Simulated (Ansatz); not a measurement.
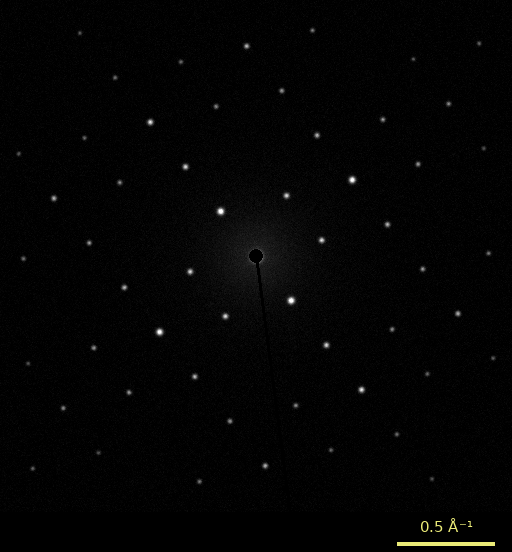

Computed electron diffraction pattern, 200 kV, single scattering only, B = 0.5 Å².

What net do the spots form, and what spacings does it show?

The spots form a centred rectangular net whose two shortest vectors correspond to d = 3.39 Å and 2.85 Å, 65.2° apart.

What is the point symmetry of the pattern, intensities included?

2mm.

Which crystal and zone produced it?

This cannot be fixed from one zone alone; the pattern is [101] of MoS, space group P6_3mc (No. 186), a = 3.92 Å, c = 5.25 Å (hexagonal axes). The net vectors are 0 1 0 and 1 0 -1. Structure: the end point of a relaxation at fixed volume with DFT PBEsol, scalar-relativistic, plane waves, PAW in Ansatz; the starting structure was generated, so it need not be a known form of this composition.
